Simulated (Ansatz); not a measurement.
# Calculations on SiNH$_{4}$Cl

**1. Relaxation**

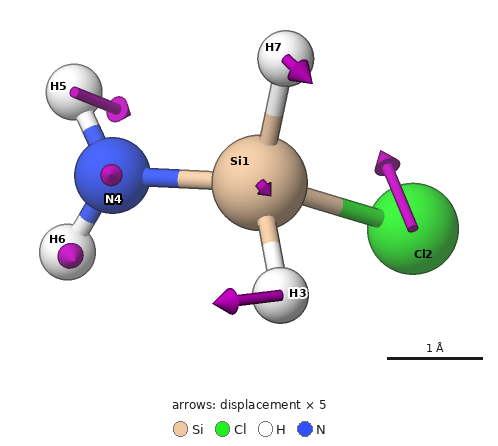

This is a relaxation of SiNH₄Cl. The starting structure is drawn; purple arrows show the displacements, 5 times their true length. The two geometries are superimposed by the best rigid fit.

Style: ball-and-stick. Shown at a tilt.

The run prepares an end point of a later path (reaction) calculation, from a guessed geometry.

Theory: Ansatz, RKS PBE0-D4/def2-SVP. (no spin polarisation; force threshold 0.03 eV/Å; at most 50 steps)

What happened in the run?

Answer. The atom that moves furthest after the best rigid fit is Cl2 (0.22 Å). Largest moves by element: Cl 0.22 Å, H 0.20 Å, N 0.06 Å, Si 0.04 Å. Some distances before and after: Si1–H3 1.459 → 1.487 Å, Si1–Cl2 2.104 → 2.087 Å, Si1–N4 1.702 → 1.714 Å. Among the angles between lasting bonds that change: Cl2–Si1–H3 92.0° → 106.1°, H3–Si1–N4 114.0° → 108.4°, Si1–N4–H6 123.3° → 120.0°. After 5 geometry steps the energy has fallen by 0.148 eV. Largest force component: 0.89 eV/Å at the start, 0.015 eV/Å at the end. Cost: 8 s on 1 thread of Intel(R) Xeon(R) 6975P-C (Granite Rapids), on a shared host, peak memory 0.15 GiB.

**2. Relaxation**

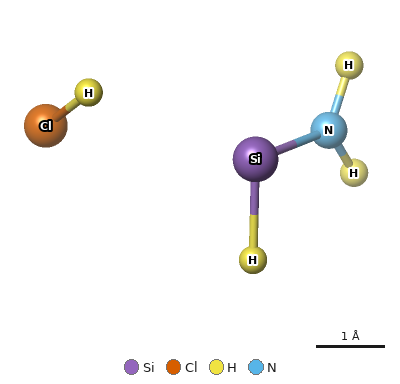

This is the input geometry for a relaxation of SiNH₄Cl. Style: ball-and-stick. Shown at a tilt.

The run prepares an end point of a later path (reaction) calculation, from a guessed geometry.

Theory: Ansatz, RKS PBE0-D4/def2-SVP.

Input file:
```yaml
crystal:
  periodic: [false, false, false]
  atoms:
    - { symbol: Si, position_ang: [0.05149, 0.064158, -0.839883] }
    - { symbol: Cl, position_ang: [1.628102, -0.152826, 2.085653] }
    - { symbol: H, position_ang: [2.105224, -0.060038, 0.842868] }
    - { symbol: "N", position_ang: [-0.98465, 1.428969, -0.779984] }
    - { symbol: H, position_ang: [-1.957052, 1.424364, -0.490209] }
    - { symbol: H, position_ang: [-0.652044, 2.363582, -0.992922] }
    - { symbol: H, position_ang: [-1.02277, -0.93871, -0.412823] }
basis:
  gaussian: { orbitals: def2-SVP }
hamiltonian:
  xc: pbe0
  dispersion: d4
relax:
  f_tol: 0.03
  max_steps: 50
output:
  orbitals: {}
```

Run as
```bash
ansatz run input.yaml --threads 1 --pin off --max-ram 2048MiB --backend cpu --events-out ev --progress --plain --runs-dir out
```

**Predict the outcome.**

After 29 accepted moves (35 points after the start) the energy has fallen by 12.4 kJ/mol. Largest force component: 0.95 eV/Å at the start, 0.019 eV/Å at the end. The line search rejected the trial steps at points 7, 13, 18, 21, 30, 33 of the run. The forces were under the threshold at step 8, but the run went on from there. The largest moves after the best rigid fit, 1.33 Å, are those of Cl2 and H6. By element the largest moves are Cl 1.33 Å, H 1.33 Å, Si 0.77 Å, N 0.49 Å. Some distances before and after: Cl2–H3 1.334 → 1.318 Å, Si1–N4 1.715 → 1.706 Å. Bond angles that change, for instance: Si1–N4–H6 121.9° → 119.5°. Cost: 41 s on 1 thread of Intel(R) Xeon(R) 6975P-C (Granite Rapids) (shared host), peak memory 0.15 GiB.

The structure at the end:

```xyz
7

Si   -0.3434   -0.4937   -0.4932
Cl    2.0558    1.0036    1.5740
H     1.4874    0.0014    0.9347
N    -0.7774    1.1547   -0.4271
H    -1.5597    1.6104   -0.8868
H    -0.2165    1.7995    0.1255
H    -1.4778   -0.9464   -1.4145
```

After the run, drawn alike:

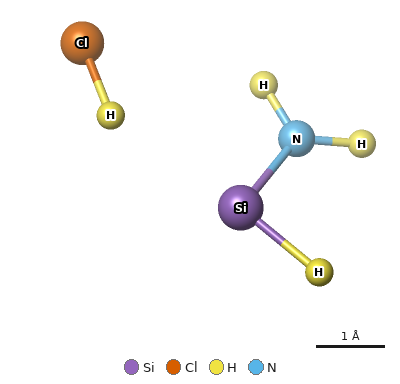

Limits of the set-up: the start holds two separate molecules, 2.7 Å apart at their closest, whose relative position is a soft coordinate.

**3. Path**

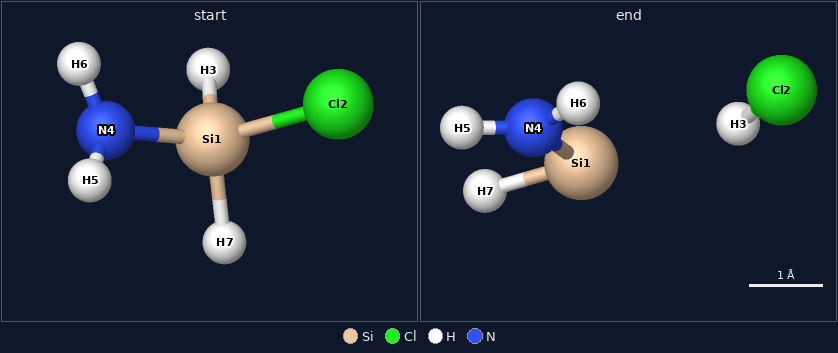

The two relaxed end points of a path for SiNH₄Cl. Style: ball-and-stick. Shown at a tilt.

Computed with RKS PBE0-D4/def2-SVP (Ansatz).

Set-up: 9 movable images; climbing image; force threshold 0.03 eV/Å; iteration limit 60.

Start:
```xyz
7

Si    0.2265    0.0593    0.0011
Cl    0.5126    0.0989    2.0684
H     1.5836    0.0999   -0.6044
N    -0.6854    1.3661   -0.6294
H    -1.6848    1.4122   -0.4633
H    -0.2813    2.2955   -0.6670
H    -0.5029   -1.2023   -0.2927
```

End:
```xyz
7

Si   -0.2176   -0.5151   -0.4856
Cl    1.9339    1.2369    1.6528
H     1.4947    0.1760    1.0065
N    -0.8156    1.0823   -0.4614
H    -1.6198    1.4525   -0.9586
H    -0.3448    1.7859    0.1033
H    -1.2626   -1.0890   -1.4444
```

### What barrier does the band find between them, and by what path?

The energy climbs by 63.9 kcal/mol to image 5 and then falls by 6.9 kcal/mol, so the end point sits at +57.0 kcal/mol. Breaking: Si1–Cl2 (2.09 → 2.68 at the top → 3.50 Å), Si1–H3 (1.49 → 1.65 at the top → 2.37 Å). Forming: Cl2–H3 (2.88 → 1.58 at the top → 1.32 Å). The band is converged. At the top, the vibrational analysis gives one imaginary mode (728i cm⁻¹), as a transition state must have.

Energies of the converged images:

| image | path (Å) | E (kcal/mol) |
| --- | --- | --- |
| 0 | 0.00 | 0.0 |
| 1 | 0.32 | 2.0 |
| 2 | 0.63 | 11.8 |
| 3 | 0.95 | 32.9 |
| 4 | 1.26 | 55.8 |
| 5 | 1.58 | 63.9 |
| 6 | 2.31 | 59.1 |
| 7 | 3.03 | 58.8 |
| 8 | 3.75 | 58.3 |
| 9 | 4.48 | 57.7 |
| 10 | 5.20 | 57.0 |

The geometry at the top of the path:

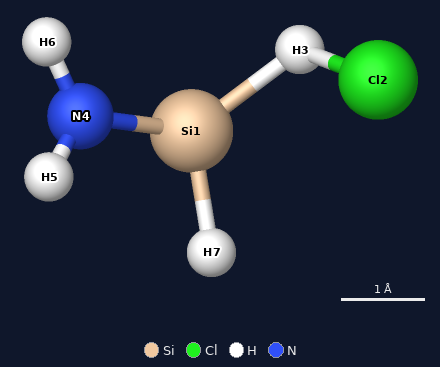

Cost: 3.8 min on 1 thread of Intel(R) Xeon(R) 6975P-C (Granite Rapids) (shared host), peak memory 0.14 GiB.
